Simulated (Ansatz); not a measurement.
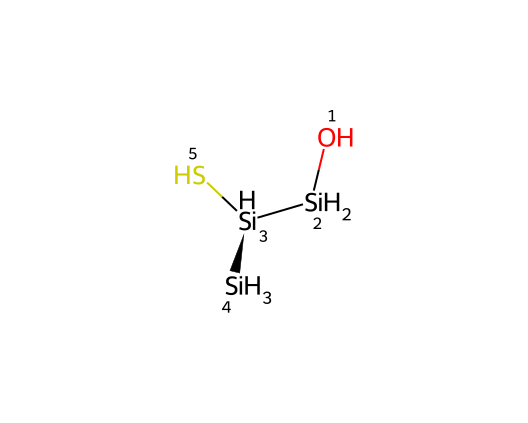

A structural formula, with wedges where it has stereocentres; small numbers name the atoms. The configuration is that of a computed structure (PBE0-D4/def2-TZVP).

Give the R/S and E/Z labels.

Si3: R.

Write the isomeric SMILES.

O[SiH2][Si@@H]([SiH3])S
